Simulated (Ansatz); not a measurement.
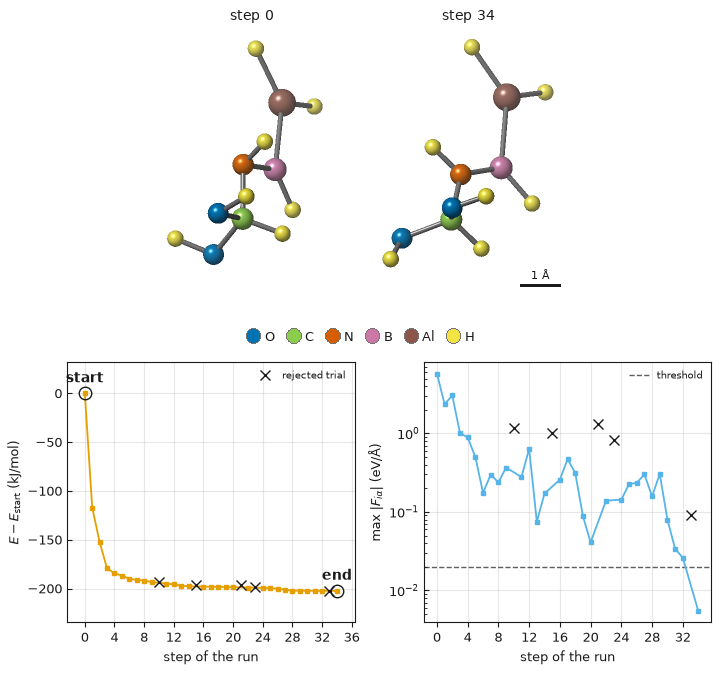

First and last geometry of a relaxation of CH$_{7}$AlBNO$_{2}$, with the history of the run. Style: ball-and-stick. Shown from a free direction.

The run prepares an end point of a later path (hydrogen shift) calculation, from a guessed geometry.

These are results of RHF/def2-SVP in Ansatz 0.2.0, not measurements.

The input:
```yaml
crystal:
  periodic: [false, false, false]
  atoms:
    - { symbol: O, position_ang: [0.7402, -2.5958, -0.3248] }
    - { symbol: C, position_ang: [-0.2175, -1.5209, -0.0442] }
    - { symbol: O, position_ang: [-0.7849, -1.7304, 1.2222] }
    - { symbol: "N", position_ang: [0.5535, -0.2106, -0.0993] }
    - { symbol: B, position_ang: [-0.5023, 0.9373, 0.0357] }
    - { symbol: Al, position_ang: [0.1992, 2.902, 0.0679] }
    - { symbol: H, position_ang: [0.8788, -2.5191, -1.312] }
    - { symbol: H, position_ang: [-1.0115, -1.5289, -0.7902] }
    - { symbol: H, position_ang: [0.0138, -1.7112, 1.915] }
    - { symbol: H, position_ang: [0.9122, -0.1197, -1.0202] }
    - { symbol: H, position_ang: [-1.6743, 0.7576, 0.2148] }
    - { symbol: H, position_ang: [1.7817, 3.1752, -0.0806] }
    - { symbol: H, position_ang: [-0.8684, 4.1296, 0.2306] }
basis:
  gaussian: { orbitals: def2-SVP }
hamiltonian:
  xc: hf
relax:
  f_tol: 0.02
  max_steps: 50
output:
  orbitals: {}
```

Launched with:
```bash
ansatz run input.yaml --threads 2 --pin off --max-ram 3072MiB --backend cpu --events-out ev --progress --plain --runs-dir out
```

**Did the run converge, and what did it change?**

It converged. The atom that moves furthest after the best rigid fit is H10 (1.45 Å). By element the largest moves are H 1.45 Å, O 0.89 Å, N 0.41 Å, Al 0.28 Å, B 0.27 Å, C 0.24 Å. Some distances before and after: N4–B5 1.565 → 1.397 Å, O3–H9 1.057 → 0.946 Å, C2–N4 1.521 → 1.428 Å, B5–Al6 2.086 → 2.169 Å. Bond angles that change, for instance: C2–N4–B5 106.7° → 127.1°, B5–N4–H10 104.9° → 121.4°, N4–B5–H11 124.2° → 115.6°. Groups turn about C2–O3 by about 100°. After 29 accepted moves (34 points after the start) the energy has fallen by 202.4 kJ/mol. The largest force component goes from 5.8 to 0.0055 eV/Å. The line search rejected the trial steps at points 10, 15, 21, 23, 33 of the run. Cost: 3.4 min on 2 threads of AMD EPYC 7B13 (Zen 3) (shared host), peak memory 0.29 GiB.

| step | E − E(0), kJ/mol | largest force component, eV/Å | note |
| --- | --- | --- | --- |
| 0 | 0.00 | 5.7748 |  |
| 1 | -117.04 | 2.3532 |  |
| 2 | -152.49 | 3.0385 |  |
| 3 | -179.25 | 1.0077 |  |
| 4 | -184.42 | 0.8879 |  |
| 5 | -186.63 | 0.5015 |  |
| 6 | -189.97 | 0.1746 |  |
| 7 | -191.16 | 0.2980 |  |
| 8 | -191.74 | 0.2372 |  |
| 9 | -193.42 | 0.3675 |  |
| 10 | -192.82 | 1.1733 | rejected |
| 11 | -194.86 | 0.2781 |  |
| 13 | -197.10 | 0.0749 |  |
| 14 | -197.59 | 0.1717 |  |
| 15 | -196.17 | 1.0003 | rejected |
| 16 | -198.01 | 0.2568 |  |
| 18 | -198.21 | 0.3129 |  |
| 19 | -198.38 | 0.0881 |  |
| 20 | -198.62 | 0.0410 |  |
| 21 | -196.04 | 1.3049 | rejected |
| 23 | -198.44 | 0.8340 | rejected |
| 24 | -199.26 | 0.1434 |  |
| 25 | -199.54 | 0.2265 |  |
| 26 | -200.17 | 0.2344 |  |
| 28 | -202.18 | 0.1582 |  |
| 29 | -202.24 | 0.3039 |  |
| 30 | -202.31 | 0.0792 |  |
| 31 | -202.34 | 0.0339 |  |
| 33 | -202.35 | 0.0900 | rejected |
| 34 | -202.36 | 0.0055 |  |

Limits of the set-up: Hartree-Fock leaves out electron correlation.
